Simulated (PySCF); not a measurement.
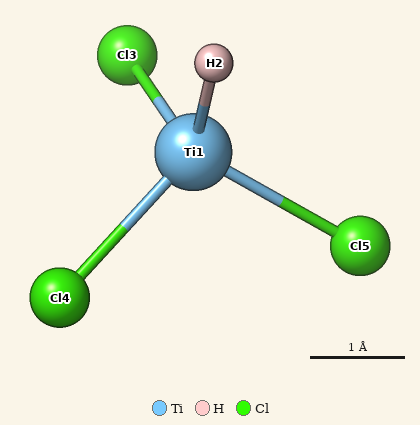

**Figure 1.** The structure (ball-and-stick view, seen at a tilt; atoms are numbered from 1 in the order of the input). Sticks mark near contacts. Bond lengths as drawn: Cl–Ti 2.13 Å and H–Ti 1.59 Å.

## GW calculation of TiHCl3

System: TiHCl3.
Method: G0W0 (B3LYP)/STO-3G, RKS (PySCF 2.14.0).

The geometry comes from this level: GFN2-xTB.

What the program printed:
```
converged SCF energy = -2207.14423247431
Final energy -2207.144232474313

WARN: GW QP energies may not be sorted from min to max

orbital   mean field (eV)   quasiparticle (eV)
  36      -8.1384     -10.1175
  37      -7.6908      -9.6145
  38       0.2785       4.2173
  39       0.2786       4.2174
```

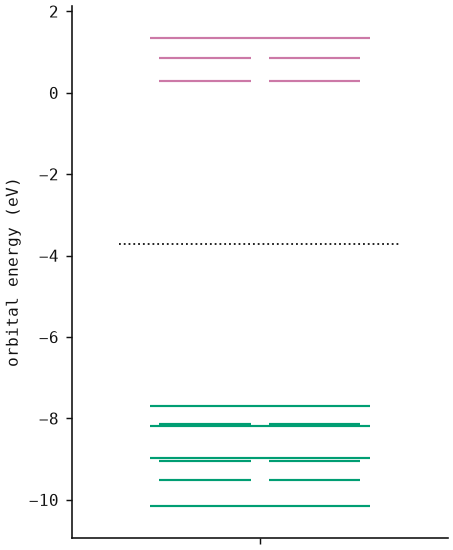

**Figure 2.** Orbital energies near the frontier; the dotted line parts filled from empty levels, and levels within 0.02 eV of each other stand side by side. Highest filled −7.69 eV, lowest empty 0.28 eV, 7.97 eV apart.

This output came from the following input.

The input (run.py):
```python
from pyscf import gto, dft, gw

system = gto.M(
    atom=[
    ('Ti', (0.001010, -0.001650, 0.190200)),
    ('H', (0.009410, -0.016430, 1.775770)),
    ('Cl', (1.954690, 0.010880, -0.665590)),
    ('Cl', (-0.986670, 1.699380, -0.634630)),
    ('Cl', (-0.978440, -1.692180, -0.665750)),
],
    basis='sto-3g',
    spin=0,
    max_memory=1860,
    verbose=3,
)

calc0 = dft.RKS(system, xc='b3lyp')
calc0.conv_tol = 1e-10
calc0.grids.level = 4
calc0.kernel()
if not calc0.converged:
    calc0 = calc0.newton().run(calc0.mo_coeff, calc0.mo_occ)

energy = calc0.e_tot
print('Final energy', energy)

nocc = system.nelec[0]
orbs = list(range(max(0, nocc - 2), min(system.nao, nocc + 2)))
mygw = gw.GW(calc0, freq_int='ac')
mygw.orbs = orbs
mygw.kernel()
print('orbital   mean field (eV)   quasiparticle (eV)')
for p in orbs:
    print('%4d %12.4f %12.4f' % (p + 1, calc0.mo_energy[p] * 27.211386, mygw.mo_energy[p] * 27.211386))
```

Launched with:
```bash
OMP_NUM_THREADS=1 python run.py
```

Key numbers:

- outcome: converged
- total energy: −2207.144232 hartree
- basis functions: 46
- HOMO: −7.69 eV
- LUMO: 0.28 eV
- dipole moment: 1.07 D
- hardware: 1 thread of Arm Neoverse V1, 24 GiB of memory available, shared host
- wall time: 15 s
- peak memory: 0.32 GiB
